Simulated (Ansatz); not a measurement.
# Molecular dynamics, with input and output: C3H10Si (part 3 of 3)

C3H10Si; RKS PBE/STO-3G (Ansatz 0.2.0). It belongs to a series of runs on one base structure; here: dynamics from the start.

Geometry of the input (Å):
```
Si 0.0083  -0.0512  -0.0152
H  0.0318  -0.2020  1.4356
C  1.7818  0.0455  -0.6420
H  2.3459  -0.8664  -0.3845
H  1.8162  0.1606  -1.7381
H  2.3151  0.9035  -0.1997
C  -0.9201  1.5303  -0.4445
H  -1.9571  1.4983  -0.0706
H  -0.4319  2.4128  0.0016
H  -0.9634  1.6885  -1.5350
C  -0.8654  -1.5422  -0.7642
H  -1.8978  -1.6307  -0.3862
H  -0.9176  -1.4682  -1.8634
H  -0.3379  -2.4789  -0.5172
```

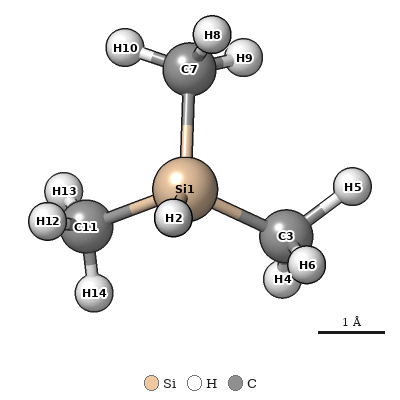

*The geometry at step 118 of the log (ball-and-stick view, seen at a tilt; atoms are numbered from 1 in the order of the input).*

Trajectory as extended XYZ, continued
```
14
Properties=species:S:1:pos:R:3:forces:R:3 step=70 time_fs=35.0 energy=-11011.41503 temperature=1270.4
Si    0.0210   -0.0250    0.2281    1.4620  -0.9175  -3.6337
H    -0.1040    0.0322    1.6038    0.1616  -0.2135   2.2116
C     1.7962    0.0382   -0.6869    0.6495  -1.8952  -1.9872
H     2.0530   -1.1036   -1.1995   -0.8322   3.9292   1.5059
H     1.6452    0.8284   -1.5359    0.0053  -1.8610   1.0042
H     2.7835    0.4155   -0.2544   -1.3140  -0.7495   0.5185
C    -0.7870    1.3971   -0.5952   -0.7728   3.2627   1.4983
H    -1.3999    2.0107    0.1672    0.0447  -1.3172  -1.1979
H     0.0076    2.2525   -0.8299   -1.9110  -2.2967  -1.0529
H    -1.4717    0.8218   -1.3354    1.2674   2.6138   0.3050
C    -0.8989   -1.4614   -0.7251   -0.5048   3.9382  -0.7369
H    -1.9606   -1.6688   -0.4224    1.3263  -0.9194   0.3760
H    -1.0163   -1.0096   -1.7759    0.3639  -0.7690   1.3151
H    -0.0667   -2.1160   -0.7792    0.0540  -2.8049  -0.1260
14
Properties=species:S:1:pos:R:3:forces:R:3 step=75 time_fs=37.5 energy=-11011.34453 temperature=1162.4
Si    0.0186   -0.0202    0.2212    2.0455  -1.0716  -5.2985
H    -0.0580    0.0455    1.5325   -0.1021  -0.0394   4.7229
C     1.8303    0.0302   -0.6858   -2.1120   3.0763  -1.1237
H     1.8634   -0.9778   -1.1037    0.7245  -0.3237  -0.7036
H     1.5137    0.8659   -1.5960    1.7026  -3.0453   2.7409
H     2.8592    0.3312   -0.2359   -2.0670  -0.4878  -0.3166
C    -0.7866    1.3958   -0.5810   -0.5563   0.7909  -2.8121
H    -1.2896    2.0593    0.0470   -2.3917   0.8982   2.1811
H    -0.0401    2.1996   -0.9115   -0.6800  -1.7143  -1.1800
H    -1.5687    0.9115   -1.3572    2.2884   2.2586   1.3566
C    -0.9027   -1.4559   -0.6895    3.6285   2.3620  -0.4933
H    -1.8851   -1.7284   -0.4231   -1.4145  -1.2704   1.1179
H    -0.9785   -1.0104   -1.6806   -0.3367   0.2182  -0.6098
H    -0.0816   -2.1556   -0.8507   -0.7292  -1.6516   0.4182
14
Properties=species:S:1:pos:R:3:forces:R:3 step=80 time_fs=40.0 energy=-11012.21745 temperature=1589.8
Si    0.0193   -0.0203    0.2018    2.0001  -0.4891   1.2112
H    -0.0372    0.0478    1.6916    0.0320  -0.1664  -0.7070
C     1.8530    0.0414   -0.6805   -4.3273   2.9024   1.6848
H     1.7201   -0.8829   -1.0679    0.8975  -4.3267  -2.0576
H     1.4466    0.7109   -1.4759    1.8125   0.1921   0.1835
H     2.8333    0.2138   -0.2297   -0.1667   0.4055   0.1841
C    -0.7954    1.4042   -0.5870   -1.4367   1.4286  -0.3874
H    -1.2857    2.1264    0.0409   -0.9429   0.1775   1.3448
H    -0.1094    2.0822   -1.0526    1.1986   0.2844  -1.1623
H    -1.5559    1.1180   -1.3335    0.2445  -0.0776  -0.0346
C    -0.8948   -1.4453   -0.6563    2.2097  -2.0694   0.4869
H    -1.9003   -1.8522   -0.3564    1.0118   0.4719   0.0840
H    -0.9484   -0.9951   -1.6167   -0.9866   0.5375  -1.8323
H    -0.1300   -2.2838   -0.8944   -1.5463   0.7294   1.0021
14
Properties=species:S:1:pos:R:3:forces:R:3 step=86 time_fs=43.0 energy=-11010.98741 temperature=853.6
Si    0.0262   -0.0227    0.1793    1.5028   0.2298   4.5001
H    -0.0418    0.0694    1.8350    0.1317  -0.2575  -3.2123
C     1.8460    0.0700   -0.6545   -4.3188  -8.2283   3.0479
H     1.6244   -1.0092   -1.1236    1.9251   2.0333   0.8946
H     1.4701    0.6035   -1.3861   -0.2728   4.7018  -5.0358
H     2.8078    0.1149   -0.2132    1.2105   0.7041   0.6556
C    -0.8156    1.4147   -0.5942    0.2364   4.4950   0.9750
H    -1.3437    2.1866    0.1245    1.7516  -1.3604  -1.1934
H    -0.1063    1.9538   -1.2984   -0.0241   0.1564   1.5307
H    -1.5650    1.3063   -1.3175   -2.3381  -1.7910  -1.3242
C    -0.8752   -1.4435   -0.6190   -0.6125  -2.4013  -1.6388
H    -1.8691   -1.9659   -0.3013    1.3988   2.0168  -0.1916
H    -0.9654   -0.9404   -1.6364   -0.7523  -1.2049   0.6833
H    -0.2616   -2.3690   -0.8268    0.1618   0.9061   0.3090
14
Properties=species:S:1:pos:R:3:forces:R:3 step=91 time_fs=45.5 energy=-11011.39808 temperature=1108.3
Si    0.0370   -0.0238    0.1647    0.5138   0.4774   4.0812
H    -0.0233    0.0683    1.7893    0.1246  -0.2422  -2.8658
C     1.8133    0.0710   -0.6200   -2.7806  -2.9451  -3.6041
H     1.6506   -1.0073   -1.1653    1.4854   2.4389   1.1641
H     1.5044    0.7663   -1.5541    2.2149  -1.0275   2.3773
H     2.8608    0.0638   -0.1553   -1.6670   0.6936  -0.5303
C    -0.8349    1.4388   -0.5927   -0.7605   1.8540  -2.8545
H    -1.3031    2.1621    0.1290    1.3002   0.1325  -0.4895
H    -0.1066    1.8518   -1.4087   -0.6551   0.5272   2.3898
H    -1.6746    1.3419   -1.3473    0.0905  -1.4250   1.1522
C    -0.8651   -1.4603   -0.6048    0.5354   1.4713  -2.2534
H    -1.7550   -1.9330   -0.2752   -2.3570   0.8376   1.1740
H    -1.0226   -0.9346   -1.6135   -0.3583  -1.6660   0.9447
H    -0.3618   -2.3786   -0.7640    2.3136  -1.1267  -0.6858
14
Properties=species:S:1:pos:R:3:forces:R:3 step=96 time_fs=48.0 energy=-11012.11720 temperature=1580.6
Si    0.0551   -0.0212    0.1551   -0.7692   0.6459   0.5305
H     0.0129    0.0373    1.6044    0.0731  -0.0653   0.2169
C     1.7695    0.0584   -0.6070    1.3135   1.7387  -3.6786
H     1.7841   -0.8710   -1.1781    0.1419  -0.7756  -0.5547
H     1.6562    0.9015   -1.6044    1.0540  -2.5837   3.8911
H     2.8378    0.0191   -0.1314   -2.2997   1.0036  -0.2729
C    -0.8572    1.4695   -0.6064   -0.3359  -2.4675  -4.1552
H    -1.2022    2.1509    0.1004   -0.1401   2.4960   1.6567
H    -0.1195    1.7988   -1.3944   -0.5014   1.0124   1.2364
H    -1.7831    1.2973   -1.3012    1.4378  -0.6093   1.6741
C    -0.8528   -1.4634   -0.6039   -0.4893  -0.2588   0.4950
H    -1.7707   -1.8621   -0.1770   -0.8525   0.9342   0.8908
H    -1.1309   -1.0096   -1.5419   -0.2790  -0.4263  -1.2614
H    -0.3697   -2.4099   -0.7439    1.6467  -0.6443  -0.6686
14
Properties=species:S:1:pos:R:3:forces:R:3 step=102 time_fs=51.0 energy=-11012.66561 temperature=1659.5
Si    0.0737   -0.0164    0.1518   -1.7176   0.7969  -5.0443
H     0.0663   -0.0280    1.4668    0.0966  -0.0134   4.6622
C     1.7234    0.0647   -0.6208    1.5244   1.6338  -2.5047
H     1.9722   -0.7717   -1.2259   -0.8386  -1.9161  -1.4748
H     1.8836    0.9111   -1.3784   -0.6251  -0.7340   1.3186
H     2.6412    0.0167   -0.0986    1.2699   0.8614   2.3615
C    -0.8759    1.4781   -0.6384    0.2506  -0.3094   3.2416
H    -1.0500    2.2790    0.1560   -0.0567  -0.8102  -1.2507
H    -0.1463    1.8212   -1.3334    0.5315   1.0474  -1.3400
H    -1.8043    1.1820   -1.1375   -0.1825   0.0857  -0.0010
C    -0.8350   -1.4644   -0.5896   -3.8648  -1.6500   0.7686
H    -1.8655   -1.7299    0.0267    3.1360   0.5701  -1.3004
H    -1.2924   -1.1374   -1.5631    0.7673  -0.2917   0.3125
H    -0.2832   -2.4289   -0.7626   -0.2910   0.7294   0.2509
14
Properties=species:S:1:pos:R:3:forces:R:3 step=107 time_fs=53.5 energy=-11012.43992 temperature=1478.3
Si    0.0804   -0.0166    0.1465   -1.9216   1.0518  -1.7732
H     0.0971   -0.0647    1.5995    0.1409   0.0506   0.0698
C     1.7089    0.0776   -0.6473    2.8023  -5.9247   0.8033
H     2.0577   -0.8065   -1.3494   -1.4029   1.5868   1.4617
H     2.0398    0.8857   -1.1300    0.2246   4.8561  -3.2567
H     2.5215    0.0844    0.0756    0.3315  -0.7096   1.2404
C    -0.8804    1.4707   -0.6524    1.6690   1.0579   3.6271
H    -0.9274    2.3282    0.1376   -0.9199  -1.5895  -1.2602
H    -0.1344    1.9074   -1.3313   -0.7577  -0.3149  -1.1676
H    -1.8534    1.0972   -1.0192    0.2167   0.8456  -0.3546
C    -0.8453   -1.4734   -0.5661   -3.1850  -0.6642  -0.4718
H    -1.7732   -1.5946    0.1651    2.1919  -0.8188  -1.3419
H    -1.4185   -1.2593   -1.5703    1.6422  -0.0399   1.7030
H    -0.2093   -2.3950   -0.7537   -1.0320   0.6127   0.7206
14
Properties=species:S:1:pos:R:3:forces:R:3 step=112 time_fs=56.0 energy=-11012.05827 temperature=1180.6
Si    0.0818   -0.0089    0.1407   -1.6133   0.8024  -0.5458
H     0.1350   -0.1043    1.7061   -0.0178   0.2475  -2.1802
C     1.7133    0.0650   -0.6673    6.1119   0.7740   1.3196
H     2.0682   -0.7990   -1.3969   -0.8512   1.7941   1.8751
H     2.1747    1.0596   -1.0485   -1.9584  -1.2673  -0.4746
H     2.4302    0.1333    0.2978   -0.9849  -1.5456  -2.0890
C    -0.8770    1.4620   -0.6511    2.0038   1.1684   1.4217
H    -0.8631    2.3255    0.0633   -1.2465  -0.6307   0.1348
H    -0.1450    1.9555   -1.3920   -1.8214  -1.5410  -0.2286
H    -1.8975    1.0760   -0.9340    0.9189   1.2130  -0.3866
C    -0.8759   -1.4804   -0.5385    1.4387   0.5716  -1.9056
H    -1.5605   -1.5012    0.2530   -2.0212  -1.8469   1.6143
H    -1.4574   -1.3475   -1.4905    0.6652   0.4603   0.6998
H    -0.2090   -2.3484   -0.7057   -0.6238  -0.1998   0.7452
14
Properties=species:S:1:pos:R:3:forces:R:3 step=118 time_fs=59.0 energy=-11011.70465 temperature=900.8
Si    0.0770    0.0004    0.1266   -0.6020   0.2170  -1.1426
H     0.1815   -0.1164    1.7076   -0.2010   0.3742  -2.4665
C     1.7620    0.0525   -0.6820    2.0229   7.3579   5.4992
H     2.0569   -0.6962   -1.3288    1.2034  -2.3229  -1.7454
H     2.2039    1.2047   -0.9890   -2.0911  -3.8499   0.0430
H     2.2761    0.0933    0.3856    0.5111  -1.4037  -2.5250
C    -0.8694    1.4532   -0.6373    1.3251  -0.2152   0.7150
H    -0.8519    2.2651    0.0512   -0.6834   1.2924   1.2724
H    -0.2777    1.8802   -1.4682   -0.5992  -0.7134  -0.5055
H    -1.8890    1.1445   -0.8552   -0.4107   0.3079  -0.5505
C    -0.9067   -1.4809   -0.5174    2.6385   1.0406   4.7191
H    -1.4375   -1.5238    0.4349   -1.3719  -1.4601  -0.2569
H    -1.5011   -1.3956   -1.3376   -2.3962   0.8052  -3.0514
H    -0.2585   -2.3190   -0.6163    0.6546  -1.4298  -0.0050
14
Properties=species:S:1:pos:R:3:forces:R:3 step=123 time_fs=61.5 energy=-11012.85405 temperature=1593.8
Si    0.0722    0.0055    0.1110    0.2459  -0.0463  -2.6913
H     0.2368   -0.1077    1.5784   -0.2307   0.3300  -0.5341
C     1.8272    0.0827   -0.6643   -2.5293  -0.1179   0.6378
H     2.1010   -0.7323   -1.3369    0.1538   0.1443  -0.2191
H     2.0904    1.0907   -0.9413    0.1964   0.5424  -0.9600
H     2.2057   -0.0363    0.2983    2.9335  -0.7956   1.9397
C    -0.8575    1.4565   -0.6166    0.6174   0.7447   1.6815
H    -0.8568    2.2890    0.1069   -0.0721   0.3172  -0.3485
H    -0.4137    1.7753   -1.5529    0.4692   0.2669  -0.4402
H    -1.8734    1.2078   -0.8263   -1.4771  -0.3662  -0.1490
C    -0.9212   -1.4779   -0.4822   -0.3308  -0.6448   3.3990
H    -1.4437   -1.6157    0.5658   -0.1739  -0.4649  -2.6036
H    -1.6253   -1.3890   -1.3469    0.4639   0.0718   0.7431
H    -0.2647   -2.3665   -0.5517   -0.2661   0.0184  -0.4553
14
Properties=species:S:1:pos:R:3:forces:R:3 step=129 time_fs=64.5 energy=-11012.59179 temperature=1258.7
Si    0.0622    0.0077    0.0845    1.0181  -0.0121  -5.1415
H     0.3065   -0.0747    1.4005    0.1194   0.1299   3.6496
C     1.8846    0.1160   -0.6337   -2.9132  -5.9139   1.5529
H     2.1697   -0.7276   -1.3261   -0.6163   1.3356  -0.2109
H     2.0457    1.0749   -0.9519    1.4533   3.1932  -0.9829
H     2.3184   -0.2571    0.2879    1.6222   1.1010   0.5269
C    -0.8408    1.4762   -0.5902   -3.0248   0.6377  -0.6620
H    -0.8620    2.3399    0.1405    0.4423  -0.2671  -1.3326
H    -0.5236    1.6738   -1.6603    0.4632   0.6190   1.4054
H    -1.9597    1.2464   -0.7983    1.5858   0.0538   0.8951
C    -0.9314   -1.4863   -0.4183   -1.1571  -1.6631   0.0590
H    -1.4890   -1.7742    0.5247   -0.3580   0.4505  -1.0780
H    -1.6723   -1.3549   -1.3327    1.7726  -0.4181   2.0961
H    -0.2784   -2.4017   -0.5118   -0.4076   0.7537  -0.7773
14
Properties=species:S:1:pos:R:3:forces:R:3 step=134 time_fs=67.0 energy=-11012.76386 temperature=1212.6
Si    0.0590    0.0055    0.0498    1.9832   0.1305  -0.6468
H     0.3615   -0.0248    1.4415   -0.4823   0.2545   1.0370
C     1.9088    0.1186   -0.6056   -0.5667   0.5651   2.3771
H     2.1522   -0.6503   -1.3067   -0.0906  -0.3807  -2.1649
H     2.1122    1.2501   -0.9977    0.2470  -3.3093   1.4377
H     2.5036   -0.3913    0.2946   -0.6418   2.6783  -1.5018
C    -0.8452    1.4980   -0.5814   -3.1279   0.3655  -0.3774
H    -0.8296    2.4005    0.1091    0.5706  -0.6396  -1.3107
H    -0.5589    1.6350   -1.6562    0.4598   0.8851   0.8700
H    -1.9787    1.2864   -0.7261    1.6742   0.0351   0.6968
C    -0.9369   -1.5067   -0.3630   -0.8574   0.0200  -0.0932
H    -1.5646   -1.8694    0.4484   -0.5815   0.5592   0.7737
H    -1.6184   -1.3305   -1.2138    0.3089  -0.2073  -0.1180
H    -0.3428   -2.3816   -0.5184    1.1044  -0.9564  -0.9796
14
Properties=species:S:1:pos:R:3:forces:R:3 step=139 time_fs=69.5 energy=-11012.95853 temperature=1388.9
Si    0.0641    0.0054    0.0154    2.5930   0.5104   3.7453
H     0.3867    0.0427    1.5557   -1.0264   0.1226  -1.9692
C     1.9316    0.1209   -0.5768    0.6568  -0.4206   0.4864
H     2.1172   -0.5721   -1.4083   -0.2057   0.1862  -0.8738
H     2.1969    1.2209   -0.9460   -0.2096  -2.5661   1.2943
H     2.6646   -0.3959    0.2182   -1.6553   2.2284  -1.3323
C    -0.8594    1.5233   -0.5812   -1.0769  -0.6324   0.6243
H    -0.7691    2.4463    0.0187    0.6279  -0.0808  -0.3647
H    -0.6088    1.6287   -1.6279    0.3781   0.8706  -0.7435
H    -1.9377    1.3081   -0.5832   -0.2421  -0.1584   0.0796
C    -0.9488   -1.5344   -0.3157   -1.0658  -0.6516   1.7564
H    -1.6934   -1.9488    0.4527    1.2840   1.2572  -0.3412
H    -1.5726   -1.3057   -1.1379   -1.1248   0.2444  -1.8592
H    -0.3838   -2.4040   -0.5811    1.0667  -0.9100  -0.5024
14
Properties=species:S:1:pos:R:3:forces:R:3 step=145 time_fs=72.5 energy=-11012.45883 temperature=1341.5
Si    0.0808    0.0115   -0.0152    2.5244   0.3682   5.0007
H     0.3576    0.1371    1.5681   -0.9286  -0.0972  -2.4796
C     1.9636    0.1104   -0.5501   -4.3309  -5.6396  -4.0086
H     2.0666   -0.4623   -1.5797    0.0017   0.9994   2.1388
H     2.3083    1.0142   -0.7634    1.0132   6.0090  -1.3868
H     2.7297   -0.2364    0.0543    1.4843  -1.9922   2.4490
C    -0.8758    1.5446   -0.5775    1.4487  -0.8596  -0.7952
H    -0.6556    2.4962   -0.1130    0.5627   0.4113   0.7434
H    -0.6978    1.6916   -1.6499   -0.3938  -0.0092  -0.3264
H    -1.8956    1.3245   -0.3857   -1.9052  -0.1101  -0.0791
C    -0.9720   -1.5865   -0.2553    0.3328  -0.1698  -2.7212
H    -1.7473   -1.9372    0.4699    0.9487   0.5109   0.2495
H    -1.5702   -1.2329   -1.1377   -0.0817  -0.6800   0.2440
H    -0.3882   -2.4876   -0.6729   -0.6763   1.2588   0.9715
14
Properties=species:S:1:pos:R:3:forces:R:3 step=150 time_fs=75.0 energy=-11012.19795 temperature=1525.8
Si    0.1002    0.0159   -0.0314    1.0905  -0.1818   3.4851
H     0.2696    0.2331    1.4302   -0.4048  -0.1492  -0.4298
C     1.9711    0.0740   -0.5455   -1.0820   1.9511  -3.9311
H     1.9733   -0.3608   -1.6137    0.9121   0.3484   1.6228
H     2.4463    1.1049   -0.6574   -2.2210   0.1951  -0.7532
H     2.8372   -0.1597    0.0132    0.7404  -3.0794   1.8381
C    -0.8836    1.5551   -0.5708   -0.8435  -0.2469  -1.4944
H    -0.5050    2.5433   -0.2105   -0.2389  -0.7674   0.6477
H    -0.8128    1.7087   -1.6981   -0.6548  -0.5469   1.0167
H    -1.9786    1.3523   -0.2455    1.6972   0.8390  -0.7244
C    -0.9990   -1.6333   -0.2195    2.0057   2.6567  -5.8226
H    -1.7476   -1.9048    0.4808   -0.7044  -0.4047   1.6786
H    -1.5715   -1.2087   -1.1561    0.3496  -1.3346   1.6262
H    -0.4195   -2.4942   -0.6933   -0.6463   0.7205   1.2403
14
Properties=species:S:1:pos:R:3:forces:R:3 step=155 time_fs=77.5 energy=-11011.40807 temperature=1159.3
Si    0.1229    0.0178   -0.0448   -0.7829  -1.1689  -0.1339
H     0.1671    0.3153    1.2691    0.1224   0.3667   3.5436
C     1.9707    0.0527   -0.5512    3.4297   4.5249   0.1632
H     1.9004   -0.2471   -1.6091    1.3919  -0.5109  -0.2022
H     2.4780    1.2526   -0.6078   -2.8593  -3.3722  -0.1809
H     2.9540   -0.2636    0.0556   -3.0695  -1.0628  -1.2538
C    -0.8993    1.5635   -0.5643   -0.3076   0.1758  -1.3830
H    -0.3592    2.5378   -0.3064   -0.9506  -1.2532   0.5846
H    -0.9919    1.6837   -1.6829   -0.3330  -0.4869   0.6914
H    -1.9703    1.4409   -0.1223    1.9855   0.7194  -0.6099
C    -1.0281   -1.6725   -0.2066    0.1694   4.9871  -1.5800
H    -1.7923   -1.9007    0.5685    0.8011   0.1114  -0.0847
H    -1.5341   -1.2433   -1.1119   -0.7269  -0.9162   0.4992
H    -0.4732   -2.4687   -0.6127    1.1297  -2.1142  -0.0537
14
Properties=species:S:1:pos:R:3:forces:R:3 step=161 time_fs=80.5 energy=-11012.41008 temperature=1712.6
Si    0.1449    0.0194   -0.0647   -2.3272  -1.1602   2.2244
H     0.0716    0.4307    1.3130    0.4860  -0.4906   0.8556
C     1.9858    0.0543   -0.5704    0.7587   3.3562   0.3726
H     1.9072   -0.1547   -1.6271    1.0245  -0.8614  -1.0738
H     2.3094    1.2175   -0.5884   -0.8539  -2.7658   0.3671
H     2.8394   -0.4835   -0.0163   -1.7671   0.2738  -0.8485
C    -0.9163    1.5593   -0.5623    1.8932  -0.7730  -2.1948
H    -0.2830    2.4370   -0.3631   -0.1512   0.2240   0.0719
H    -1.2283    1.6116   -1.6192    0.2684  -0.0161  -0.1933
H    -1.8296    1.6432   -0.0207   -1.0762  -0.1418   1.3199
C    -1.0681   -1.6920   -0.1888    3.4203   2.0025   1.9469
H    -1.7402   -1.8765    0.6916    0.6719   0.3586  -0.6784
H    -1.5628   -1.3453   -1.0285   -2.4729   0.2890  -2.4327
H    -0.4941   -2.5772   -0.4833    0.1256  -0.2954   0.2631
14
Properties=species:S:1:pos:R:3:forces:R:3 step=166 time_fs=83.0 energy=-11012.19300 temperature=1706.1
Si    0.1597    0.0192   -0.0770   -3.7142  -1.0761   3.7523
H     0.0469    0.4892    1.4233    0.8392  -1.2725  -1.7151
C     1.9990    0.0696   -0.5909   -3.8930  -4.0259  -2.9109
H     1.9651   -0.1315   -1.6929    0.5679  -0.1820   0.6181
H     2.0967    1.0683   -0.5231    2.1201   4.6157   0.9620
H     2.6230   -0.6510   -0.0932    0.8249   0.0283   0.7036
C    -0.9201    1.5605   -0.5668   -1.0304  -1.1351  -0.8454
H    -0.2485    2.3818   -0.3873    0.7163   1.2596  -0.7477
H    -1.4083    1.5545   -1.5893    1.0004   0.3254   0.7267
H    -1.7612    1.8088    0.1359    0.5286  -1.0498  -0.1206
C    -1.0871   -1.6979   -0.1664    2.9370   1.7272  -1.8477
H    -1.6266   -1.8151    0.7758   -0.4155   0.1906   0.2182
H    -1.7438   -1.4415   -1.0506    0.1343  -0.6546   1.0220
H    -0.5171   -2.6649   -0.3832   -0.6155   1.2494   0.1843
```

Key numbers

| quantity | value |
| --- | --- |
| outcome | finished |
| mean temperature over the second half | 1357 K |
| trajectory | 166 steps, 83 fs |
| ensemble | nvt_langevin |
| temperature in the input | 2000.0 K |
| time step | 0.5 fs |
| potential energy (last step) | −11012.1930 eV |
| mean-field energy (last step) | −11012.1930 eV |
| largest force (length of the vector) (last step) | 6.312 eV/Å |
| wall time | 3.1 min |
| peak memory | 0.11 GiB |

Notes

So short a trajectory is not equilibrated. The logged temperature at the start can lie below the typed one, since it is counted over all degrees of freedom. The temperature stays far from the 2000 K of the thermostat over the second half: the run isn't equilibrated.
